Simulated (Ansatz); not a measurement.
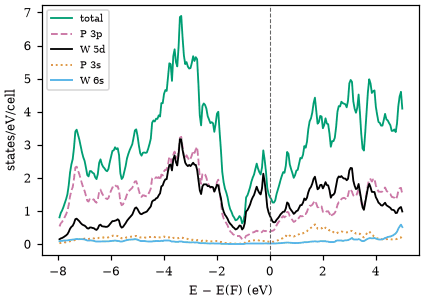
Total and projected density of states of P₂W in space group C2/m (No. 12; P on 4i, P on 4i, W on 4i), the program Ansatz at the PBEsol level (PAW)

Problem. Which orbitals carry the states next to the Fermi level?

Solution. Within 0.5 eV of the Fermi level: W 5d 62 %, P 3p 25 %, P 3s 5 %, outside the projected shells 6 %. Projections are on Löwdin-orthogonalised atomic valence shells; empty p or d shells of many metals are not among them.

Problem. Where is the tallest occupied peak in this window, and what makes it?

Solution. Near -3.3 eV, about 6.9 states/eV per cell; the largest projected share is P 3p.

The first step of the workflow began from a Materials Project structure, measured or hypothetical; the Crystallography Open Database files this formula in space group No. 12, but the cells were not matched. Whether it is the stable phase at ambient conditions was not checked. The PBEsol relaxation kept the symmetry of its start; its stability against distortions is not shown here. No spin polarisation was allowed. Scalar-relativistic: spin–orbit coupling is off unless named, which matters more the heavier the elements.

Potentials: the later of the program's two PAW sets.
